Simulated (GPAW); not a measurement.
Band structure of Sr2CdAu3 (Cm, 6 atoms in the cell).

```
Sr2CdAu3
1.0
    5.60694    -2.43718     0.00000
    5.60694     2.43718     0.00000
   -5.12001     0.00000     5.72055
Sr Cd Au
2 1 3
Cartesian
  2.00724   0.00000   4.57884
  4.04447   0.00000   1.17266
 -1.21961   0.00000   3.44125
  7.43908   0.00000   2.23582
  5.28028   0.00000   4.53193
  0.73033   0.00000   1.20109
```

Computed with LDA (Perdew-Wang 92), GPAW PAW datasets LDA (gpaw-data 1.0.1) (plane waves; GPAW).

Settings: mode = pw; ecut = 600 eV; xc = LDA; kpts = 4 4 3; mesh shift (steps) = 0 0 0; occupations.name = methfessel-paxton; occupations.width = 0.05 eV; occupations.order = 0; nbands = -12; convergence.density = 1e-05 e/electron; symmetry.symmorphic = false; symmetry.tolerance = 0.0005; maxiter = 150; bandpath_npoints = 40.

The starting cell comes from a database of computed structures (which also holds hypothetical and non-ambient phases and stackings), without a prior relaxation at this level. Its lattice was rescaled by a random factor within 2.5 % of one. Spin-orbit coupling is off.

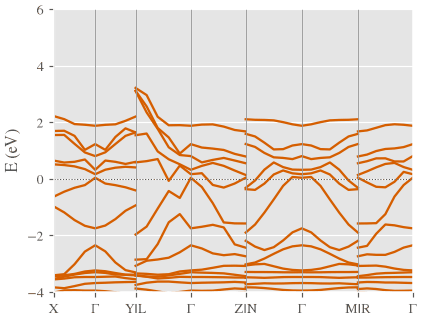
Figure: Bands along the path, energies from the Fermi level.

Levels in eV from the Fermi level, bands 29 to 36:
```csv
point,29,30,31,32,33,34,35,36
X,-3.45,-3.41,-0.98,-0.63,0.51,0.65,1.55,1.70
Γ,-3.24,-2.35,-1.75,0.04,0.17,0.32,0.81,1.23
Y,-3.39,-3.31,-0.94,-0.41,0.41,0.60,1.64,1.64
Z,-3.08,-2.74,-2.43,-1.58,0.04,0.14,0.55,0.79
M,-3.06,-3.02,-2.19,-1.90,-0.36,-0.32,1.23,1.59
```

Bands cross the Fermi level along this path, so the cell is metallic at this level.
